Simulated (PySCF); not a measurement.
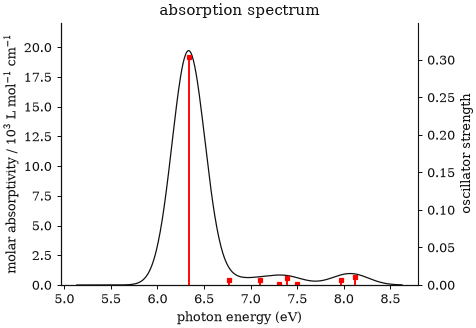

Vertical TDDFT excitations, CAM-B3LYP/def2-SVPD, PySCF 2.14.0, at a GFN2-xTB geometry (no frequency check), gas phase. Only the first 8 singlet excitations are included; each is broadened by a Gaussian of 1/e half-width 0.25 eV. Sticks give oscillator strengths (right axis).

**Whose absorption spectrum is this?**
A. C₃H₈ClFSi₂, SMILES C[Si@H](Cl)/C(F)=C\[SiH3]
B. C₄H₈BFS, SMILES C=CBS[C@@H](C)F
C. C₃H₁₀SeSi, SMILES C[Si](C)(C)[SeH]

Option A. Its lowest singlet lies at 6.33 eV (f = 0.304) and the brightest of those computed is S1 at 6.33 eV (196 nm), f = 0.304, mainly HOMO → LUMO (96 %).

Caveats: the tight-binding geometry is rougher than a DFT one and adds to the error; one conformer of a flexible molecule; core orbitals are frozen in the response.
